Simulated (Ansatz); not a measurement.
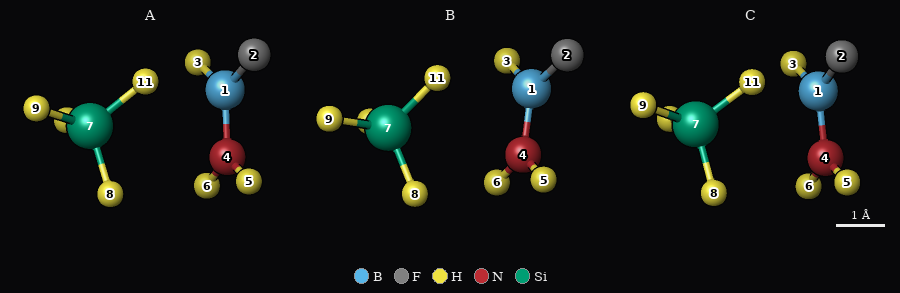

3 geometries from one relaxation of BSiNH7F, in shuffled order. A ball-and-stick model, seen at a tilt.

The run prepares an end point of a later path (reaction) calculation, from a guessed geometry.

The calculation used Ansatz 0.2.0, RKS PBE-D4/def2-SVP. Settings: no spin polarisation; force threshold 0.03 eV/Å; at most 50 steps.

**Order the frames from highest to lowest energy.**

C, A, B. They are steps 0, 3, 9, at +3.47 kcal/mol, +0.52 kcal/mol relative to the last. Over 7 accepted moves (9 points after the start) the energy falls by 3.47 kcal/mol. The largest force component goes from 0.66 to 0.017 eV/Å. The line search rejected the trial steps at points 2, 5 of the run. The forces were under the threshold at step 7, but the run went on from there. The F atom moves most after the best rigid fit: 0.62 Å. Largest moves by element: F 0.62 Å, H 0.44 Å, B 0.34 Å, Si 0.20 Å, N 0.08 Å. Among the contacts that change: H–Si 1.476 → 1.500 Å, B–F 1.337 → 1.347 Å, H–Si 1.511 → 1.505 Å. Cost: 24 s on 2 threads of Arm Neoverse V1, with other jobs on the host, peak memory 0.15 GiB.
